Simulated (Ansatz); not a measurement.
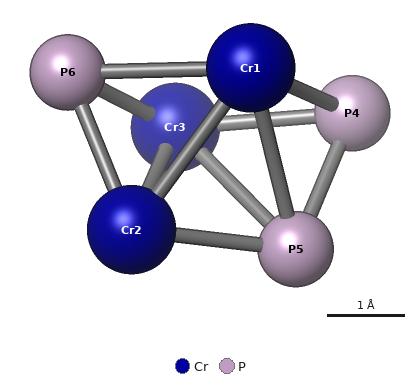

Fig. 1: The structure of run 1 (ball-and-stick view, seen at a tilt; atoms are numbered from 1 in the order of the input). Sticks mark near contacts.

**Cr₃P₃: a changed input and its effect**

System: Cr₃P₃, multiplicity 4.
Method of run 1: UKS PBE0-D4/def2-SVP (Ansatz 0.2.0).

The geometry: PBE0-D4/def2-SVP start. Text and figures count atoms from 1; the logs count them from 0 in places.

**Input, run 1**
```yaml
crystal:
  periodic: [false, false, false]
  atoms:
    - {symbol: Cr, position_ang: [-0.590697, 1.243715, 0.722107]}
    - {symbol: Cr, position_ang: [0.130204, -1.231790, 1.227549]}
    - {symbol: Cr, position_ang: [-0.284044, -0.630903, -1.321479]}
    - {symbol: P, position_ang: [0.926634, 1.388628, -1.234900]}
    - {symbol: P, position_ang: [1.732584, 0.071329, 0.252649]}
    - {symbol: P, position_ang: [-1.914671, -0.840981, 0.354075]}
basis:
  gaussian: {orbitals: def2-SVP}
magnetization: {spin_polarized: true, initial_magnetization: 3}
hamiltonian: {xc: pbe0, dispersion: d4}
scf: {lower_state_search: "off"}
output: {orbitals: {seedname: orbitals}}
relax: {f_tol: 0.02, max_steps: 100}
```

Command:
```bash
ansatz run in.yaml --threads 4 --pin off --events-out ev --progress --plain --max-ram 8704MiB
```

Hardware: 4 threads of Arm Neoverse V2, 23 GiB of memory available, shared host.

**Output, shortened to warnings, some set-up lines, iterations and results (run 1)**
```
[...]
mean field evaluation 1: about -113009.8934 eV, gradient 1.2e2 eV
mean field evaluation 2: about -112348.3671 eV, gradient 2.8e2 eV
mean field evaluation 4: about -112706.3964 eV, gradient 2.5e2 eV
mean field evaluation 8: about -113020.3865 eV, gradient 1.2e2 eV
mean field evaluation 16: about -113081.0384 eV, gradient 1.9e0 eV
mean field evaluation 32: about -113083.9615 eV, gradient 3.1e-1 eV
relax step   1: F+E_penalty+E_count = -113084.42914120 eV  Δ(F+E_penalty+E_count) = +0.000e0 eV  max|allowed force component| = 1.559e0 eV/Å  Δτ_max = 0.0000 Å  (193 SCF …
relax step   2: F+E_penalty+E_count = -113084.78875443 eV  Δ(F+E_penalty+E_count) = -3.596e-1 eV  max|allowed force component| = 5.032e-1 eV/Å  Δτ_max = 0.1502 Å  (46 SCF …
relax step   3: F+E_penalty+E_count = -113084.86845703 eV  Δ(F+E_penalty+E_count) = -7.970e-2 eV  max|allowed force component| = 1.768e-1 eV/Å  Δτ_max = 0.1034 Å  (41 SCF …
mean field evaluation 64: about -113084.4049 eV, gradient 2.7e-5 eV
relax step   4: F+E_penalty+E_count = -113084.87562607 eV  Δ(F+E_penalty+E_count) = -7.169e-3 eV  max|allowed force component| = 8.435e-2 eV/Å  Δτ_max = 0.0225 Å  (44 SCF …
relax step   5: F+E_penalty+E_count = -113084.87786162 eV  Δ(F+E_penalty+E_count) = -2.236e-3 eV  max|allowed force component| = 1.746e-2 eV/Å  Δτ_max = 0.0255 Å  (43 SCF …
Total energy: -113084.87790980 eV, -4155.7926115017 hartree
Atom 0 at    -0.611180     1.249955     0.580211 Å, force    -0.014580    -0.000068    -0.010379 eV/Å
Atom 1 at     0.173695    -1.469852     1.204055 Å, force     0.008147    -0.003480    -0.009560 eV/Å
Atom 2 at    -0.259959    -0.718177    -1.381228 Å, force    -0.005459     0.003469     0.006648 eV/Å
Atom 3 at     0.935991     1.458381    -1.202774 Å, force    -0.001003     0.006078    -0.008926 eV/Å
Atom 4 at     1.671538     0.164339     0.312415 Å, force     0.009573    -0.012320     0.017462 eV/Å
Atom 5 at    -1.910075    -0.684648     0.487322 Å, force     0.003322     0.006321     0.004755 eV/Å
Dipole moment:     0.090790    -0.315482     0.133974 e Å
Checks for a lower state left out: stability, starts, cluster_reference, orbital_swaps, neighbouring_geometries, increment
```

For run 2 the input was changed thus:
```diff
-magnetization: {spin_polarized: true, initial_magnetization: 3}
+total_charge: 1
```

Predict how the results change.

The total energies belong to different systems, so their difference says nothing on which is more stable or more accurate. The HOMO goes from −5.09 to −10.34 eV. The LUMO goes from −2.79 to −7.59 eV. On the same kind of shared host run 2 took about 2.3 times as long.

**Output, shortened to warnings, some set-up lines, iterations and results (run 2)**
```
[...]
mean field evaluation 1: about -112926.9263 eV, gradient 2.6e2 eV
mean field evaluation 2: about -112108.3299 eV, gradient 5.3e2 eV
mean field evaluation 4: about -112595.7313 eV, gradient 4.0e2 eV
mean field evaluation 8: about -113057.0958 eV, gradient 8.1e1 eV
mean field evaluation 16: about -113069.5069 eV, gradient 2.7e0 eV
[... 20 lines ...]
relax step  16: F+E_penalty+E_count = -113072.56074088 eV  Δ(F+E_penalty+E_count) = +3.221e-3 eV  max|allowed force component| = 2.105e-1 eV/Å  Δτ_max = 0.0260 Å  (51 SCF …
relax step  17: F+E_penalty+E_count = -113072.56640574 eV  Δ(F+E_penalty+E_count) = -2.444e-3 eV  max|allowed force component| = 2.829e-2 eV/Å  Δτ_max = 0.0130 Å  (52 SCF …
mean field evaluation 192: about -113071.9693 eV, gradient 1.9e0 eV
relax step  18: F+E_penalty+E_count = -113072.56664989 eV  Δ(F+E_penalty+E_count) = -2.442e-4 eV  max|allowed force component| = 3.004e-2 eV/Å  Δτ_max = 0.0142 Å  (51 SCF …
relax step  19: F+E_penalty+E_count = -113072.56680703 eV  Δ(F+E_penalty+E_count) = -1.571e-4 eV  max|allowed force component| = 1.981e-2 eV/Å  Δτ_max = 0.0047 Å  (47 SCF …
Total energy: -113072.56687913 eV, -4155.3401894694 hartree
Atom 0 at    -0.454156     0.775110     0.664225 Å, force    -0.002340     0.004368     0.007219 eV/Å
Atom 1 at     0.000129    -0.932708     1.312974 Å, force     0.001599    -0.000752     0.007174 eV/Å
Atom 2 at    -0.229281    -0.459838    -1.068849 Å, force    -0.000071     0.002616    -0.019814 eV/Å
Atom 3 at     0.877772     1.431884    -1.268392 Å, force     0.001993     0.000294    -0.004742 eV/Å
Atom 4 at     1.781884     0.052897     0.120887 Å, force     0.002335    -0.002080     0.005460 eV/Å
Atom 5 at    -1.976337    -0.867348     0.239156 Å, force    -0.003516    -0.004445     0.004704 eV/Å
Dipole moment:    -0.015775    -0.276393     0.319612 e Å
Checks for a lower state left out: stability, starts, cluster_reference, orbital_swaps, neighbouring_geometries, increment
```

**The two runs side by side**

| quantity | run 1 | run 2 |
| --- | --- | --- |
| outcome | converged | converged |
| total energy (hartree) | −4155.792611 | −4155.340189 |
| HOMO (eV) | −5.09 | −10.34 |
| LUMO (eV) | −2.79 | −7.59 |
| dipole moment (D) | 1.70 | – |
| ⟨S²⟩ | 9.024 | – |
| largest force (eV/Å) | 0.023 | 0.020 |
| basis functions | 147 | 147 |
| wall time (shared host) | 48 s | 1.8 min |

For run 1: ⟨S²⟩ is 9.02 against 3.75 for a pure state: the solution is spin-contaminated.
